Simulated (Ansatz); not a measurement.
# Calculations on YbC

## 1. Relaxation

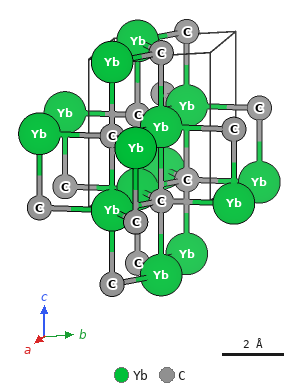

This is the input geometry for a relaxation of solid YbC (built on the wurtzite type). A ball-and-stick model of the cell of the calculation, repeated 2 × 1 × 1 with one cell outlined, seen slightly off an axis.

Case: volume × 1.070.

Method: DFT PBE, scalar-relativistic, plane waves, PAW (Ansatz 0.2.0).

Input file:
```yaml
crystal:
  lattice:
    - [4.2465155353, 0.0, 0.0]
    - [-2.1232577677, 3.6775903312, 0.0]
    - [0.0, 0.0, 4.9717368897]
  atoms:
    - { symbol: Yb, position: [0.6666666667, 0.3333333333, 0.0626], spin: -0.4 }
    - { symbol: Yb, position: [0.3333333333, 0.6666666667, 0.5626], spin: -0.4 }
    - { symbol: C, position: [0.6666666667, 0.3333333333, 0.5626] }
    - { symbol: C, position: [0.3333333333, 0.6666666667, 0.0626] }
basis:
  ecutwfc: 420
  ecutrho_ratio: 4
kpoints:
  mp_grid: { grid: [10, 10, 6] }
hamiltonian:
  xc: pbe
scf:
  occupations: { method: gaussian, width: 0.05 }
output:
  forces: true
  stress: true
  eigenvalues: true
  populations: true
magnetization:
  spin_polarized: true
relax:
  f_tol: 0.01
  max_steps: 40
  cell: { stress_tol: 0.1, fix: [volume] }
```

Launched with:
```bash
ansatz run input.yaml --threads 2 --pin off --max-ram 2662MiB --backend cpu --events-out ev --progress --plain --runs-dir out
```

### What does the optimiser find from here?

Over 2 accepted moves (3 points after the start) the energy falls by 0.1 meV per atom. All forces vanish by symmetry, so only the cell relaxes. The pressure goes from −4.70 to −4.63 GPa. The SCF was repeated once at an unchanged geometry on a basis and grid sized afresh for the cell, which shifted the energy by less than 0.05 meV per atom at most. The atoms keep their places relative to the cell (all moves are under 0.005 Å). The drawn cell changes at constant volume: a = b 4.247 → 4.256 Å (+0.2 %), c 4.972 → 4.949 Å (−0.5 %). Near-neighbour distances that change, for instance: Yb1–C3 2.486 → 2.474 Å, Yb1–C4 2.452 → 2.457 Å, Yb1–Yb2 3.491 → 3.487 Å. The space group stays P6_3/mmc (No. 194). Cost: 56 s on 2 threads of Arm Neoverse V1, on a shared host, peak memory 0.53 GiB.

Final geometry:

```
CELL_PARAMETERS angstrom
4.25633 0.00000 0.00000
-2.12817 3.68609 0.00000
0.00000 0.00000 4.94883
ATOMIC_POSITIONS crystal
Yb 0.66667 0.33333 0.06260
Yb 0.33333 0.66667 0.56260
C 0.66667 0.33333 0.56260
C 0.33333 0.66667 0.06260
```

Limits of the set-up: 4f states are treated without a Hubbard U.

## 2. Relaxation

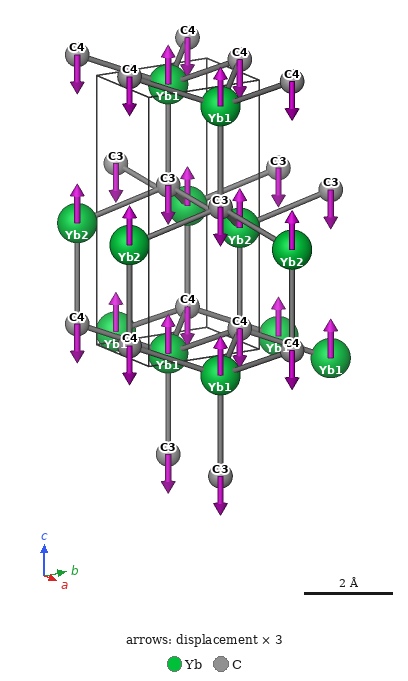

A relaxation of crystalline YbC (built on the wurtzite type). The starting structure is drawn; purple arrows show the displacements (the part carried along by the change of the cell is left out), magnified 3 times.

A ball-and-stick model of the cell of the calculation, repeated 2 × 1 × 1 with one cell outlined, seen slightly off an axis.

Computed with DFT PBE, scalar-relativistic, plane waves, PAW (Ansatz). Settings: plane-wave cutoff 420 eV; k-point mesh 10 × 10 × 6; occupations gaussian; smearing width 0.05 eV; collinear spin; cell and atoms relaxed; force threshold 0.01 eV/Å; at most 60 steps.

Q: Describe the change and its energy.

A: The largest moves relative to the cell, 0.31 Å, are those of Yb1, Yb2, C3 and C4. Yb1 goes along +c. By element the largest moves are Yb 0.31 Å, C 0.31 Å. The volume changes by −5.6 %, with a = b 3.785 → 4.139 Å (+9.4 %), c 6.198 → 4.890 Å (−21.1 %). Among the contacts that change: Yb1–C3 3.875 → 2.445 Å, Yb1–Yb2 3.792 → 3.419 Å, Yb1–C3 (another image) 2.323 → 2.445 Å, Yb1–C4 2.319 → 2.390 Å. New bonds form, among them: Yb1–C3 (3.88 → 2.45 Å), Yb2–C4 (3.88 → 2.45 Å). Bond angles that change, for instance: C3–Yb1–C4 109.6° → 90.0°, Yb1–C4–Yb2 109.6° → 90.0°, Yb1–C4–Yb1 109.4° → 120.0°. The space group (tolerance 0.01 Å) goes from P6_3mc (No. 186) to P6_3/mmc (No. 194). Over 9 accepted moves (12 points after the start) the energy falls by 195 meV per atom. Largest force component: 0.22 eV/Å at the start, under 0.0001 eV/Å at the end. The pressure goes from −0.75 to 0.01 GPa. The line search rejected the trial step at point 7 of the run. The SCF was repeated twice at an unchanged geometry on a basis and grid sized afresh for the cell, which shifted the energy by 3.6 meV per atom at most. The program noted that the starting moments weren't kept.

Limits of the set-up: 4f states are treated without a Hubbard U.

## 3. A change

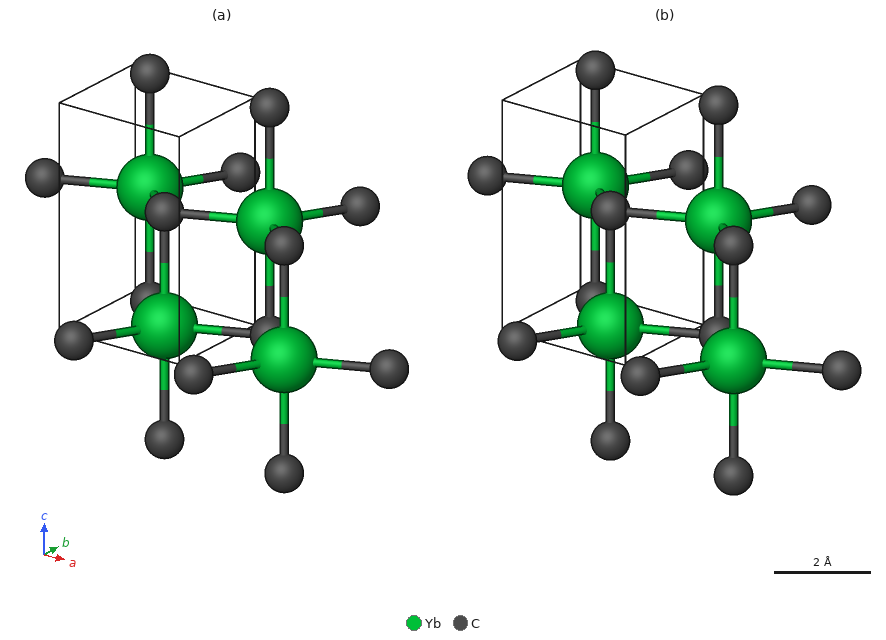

Left: a crystal of YbC (built on the wurtzite type). Right: the same structure after one change, at the same scale. The picture is a ball-and-stick view of the cell of the calculation, repeated 2 × 1 × 1 with one cell outlined, seen slightly off an axis.

Level of theory: DFT PBE, scalar-relativistic, plane waves, PAW (Ansatz). (plane-wave cutoff 420 eV; k-point mesh 10 × 10 × 6; occupations gaussian; smearing width 0.05 eV; collinear spin)

Question: What distinguishes the right structure from the left one?

Answer: The volume is changed by +7.0 %. The cell's shape and the atoms are relaxed at that volume.

Question: And its effect?

Answer: The volume changes by +7.0 %, with a = b 4.139 → 4.256 Å (+2.8 %), c 4.890 → 4.949 Å (+1.2 %). No atom moves by more than 0.005 Å relative to the cell. Among the bonded contacts that change: C–Yb 2.390 → 2.457 Å, C–Yb 2.445 → 2.474 Å. The space group stays P6_3/mmc (No. 194). The energy rises by 19.4 meV per atom. Pressure: 0.0 GPa before, −4.6 GPa after. The absolute magnetisation per cell goes from 1.73 to 1.86 μB (net moment 1.73 and 1.85 μB).

Limits of the set-up: 4f states are treated without a Hubbard U.
